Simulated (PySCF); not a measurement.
**BF: density, localisation and related maps**

```xyz
2

B     0.0000    0.0000   -0.8161
F     0.0000    0.0000    0.4729
```

Method: PySCF, PBE0/aug-cc-pVDZ(-PP), non-relativistic Hamiltonian with scalar-relativistic core potentials where named, at a bond length of 1.289 Å.

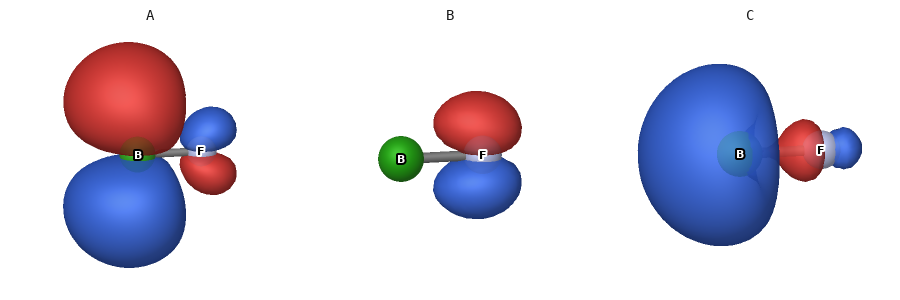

Figure 1. Three frontier orbitals, each drawn at the value that holds 80 % of its norm (blue and red are the two phases), in no order; of a degenerate pair one member is drawn.

Q: Name the orbitals and rank them from lowest to highest energy.

A: Orbital B: π, occupied, −14.77 eV; mainly on F (85 %).
Orbital C: σ, occupied, −8.14 eV; mainly on B (95 %).
Orbital A: π, empty, −1.25 eV; mainly on B (85 %).

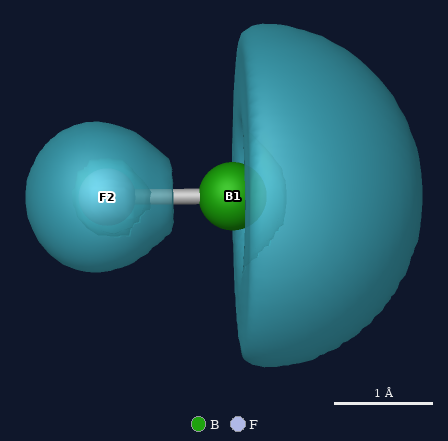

Figure 2. Isosurface of the electron localisation function at 0.75 (cyan), seen from one side. Core shells and regions of very low density are left out.

Q: Identify the bonds, lone pairs and shells in this picture.

A: The ELF exceeds this value in one region on F in which the atom's valence shell and bonds are merged and one lobe on B, pointing away from the bonds (lone pairs).


B–F (1.29 Å): the ELF peaks at about 0.85 between the atoms: a short, strongly polar bond.

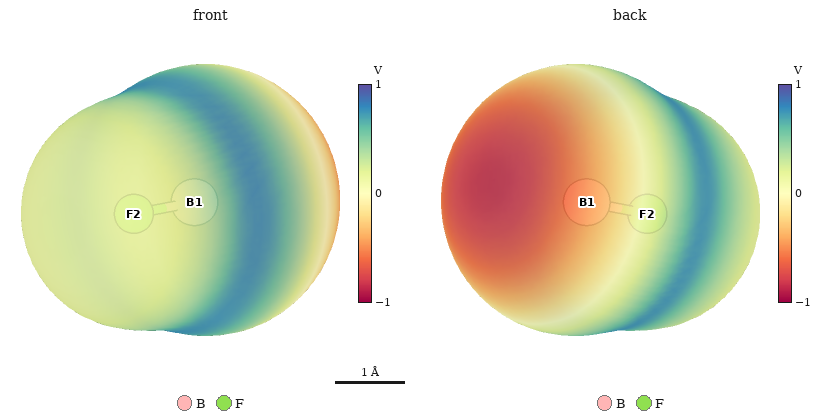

Figure 3. The electrostatic potential painted on the density surface at 0.001 e/bohr³, seen from the front and from behind; red is negative and blue positive.

Q: Which sites attract a positive test charge, and which a negative one?

A: A positive charge is drawn to the negative regions and a negative charge to the positive ones. The most negative region (about −0.8 V) lies over F2, the most positive (about +0.8 V) over B1.
